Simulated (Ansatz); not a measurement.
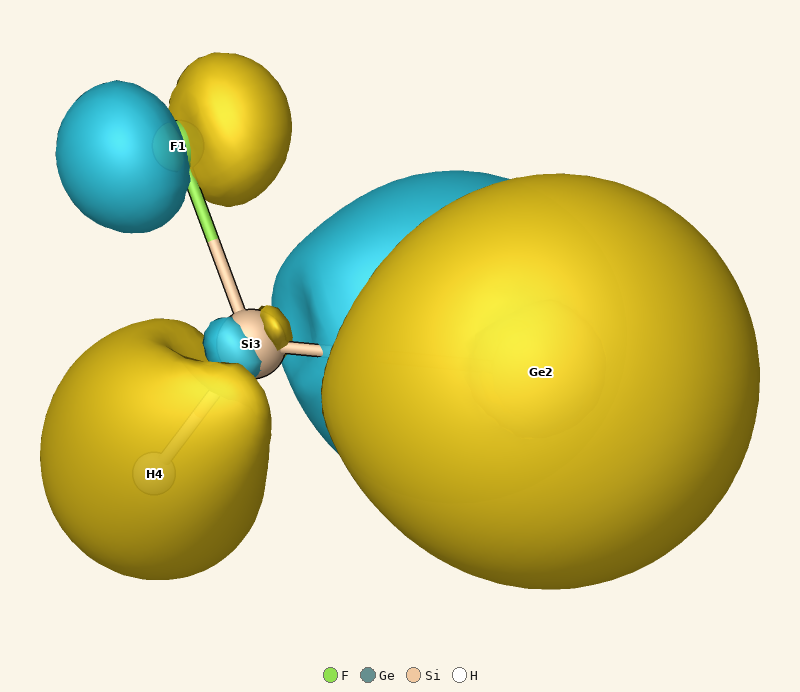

Figure. FGeH2Si (charge +1). The HOMO−1 at ±0.08 Å⁻³ᐟ² (yellow and cyan are the two phases), seen at a tilt.

Geometry: PBE-D3(BJ)/def2-SVP.

Level of theory: Ansatz 0.2.0, isolated molecule in a Gaussian basis; Kohn-Sham density functional theory, functional PBE0.

```xyz
5

F    -1.9345   -0.4984   -0.1058
Ge    0.9887    1.2954   -0.3978
Si   -0.3335   -0.6954   -0.0537
H     0.0669   -2.1320   -0.2342
H     0.2857    0.1387   -1.5738
```

Q: Where does this orbital lie, and at what energy?

A: It lies mainly on Ge2 (about 50 %), H5 (about 25 %) and Si3 (about 15 %). Its energy is −15.16 eV.
